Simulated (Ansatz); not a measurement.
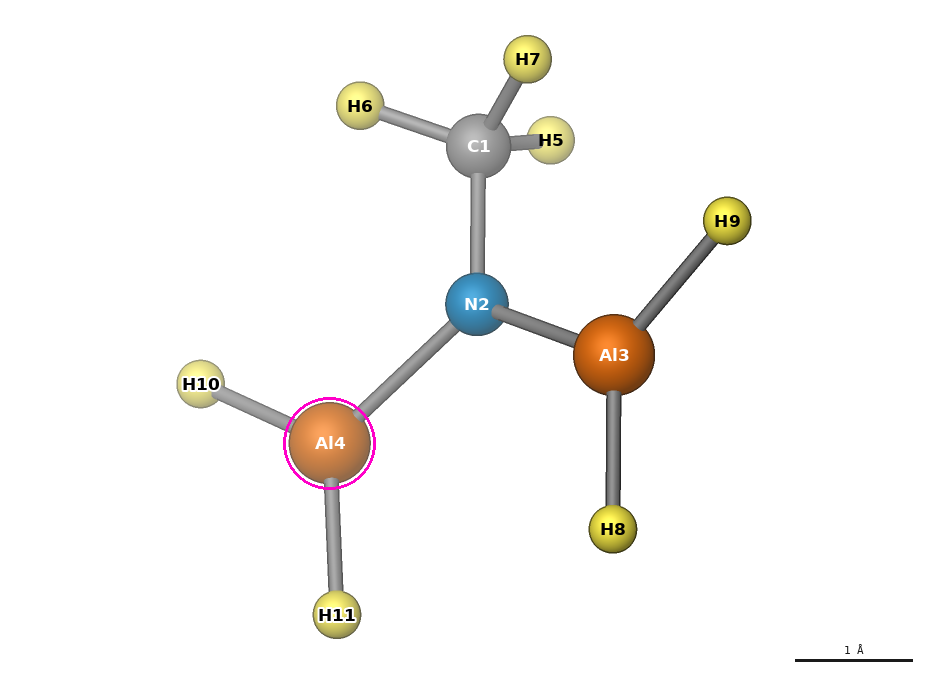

Orthographic view. Depth is shown by fading: the farther an atom, the more it takes the colour of the background. The computed structure is the end point of a PBE-D4/def2-SVP optimisation. No frequency run is at hand to confirm it as a minimum.

Name the neighbours of the circled atom.

Answer. The circled atom is Al4; it is bonded to N2, H10, H11.

Which two atoms are farthest apart in space?

Answer. H9 and H10, 5.84 Å.

What is the shortest path along bonds from the circled atom to H5?

Answer. Al4–N2–C1–H5, 3 bonds; through space the two are 3.36 Å apart.

Of C1 and H7, which is nearer the viewer?

Answer. H7; the bond to C1 points away from the viewer, so it looks shorter than its 1.11 Å.
